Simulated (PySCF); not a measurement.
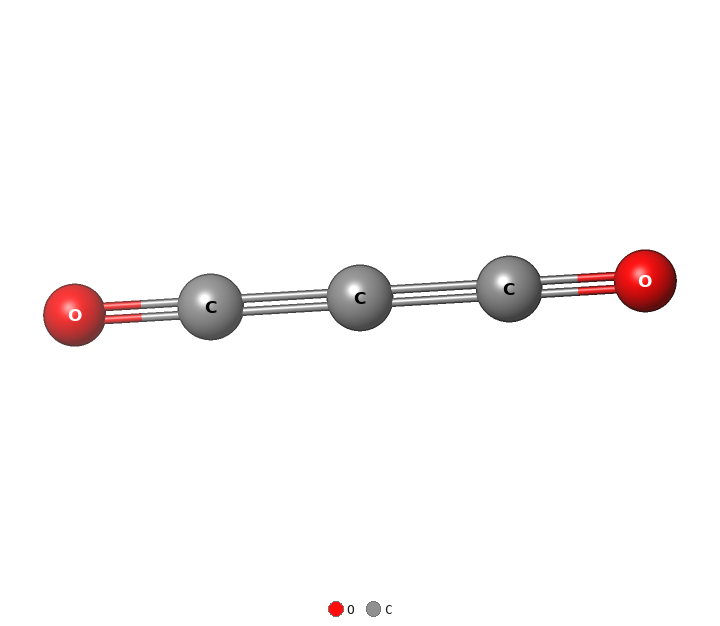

Orthographic view. Distant atoms are faded towards the background colour. Computed geometry: GFN2-xTB optimisation. No frequency run is at hand to confirm it as a minimum.

**Give the standard InChI.**

InChI=1S/C3O2/c4-2-1-3-5
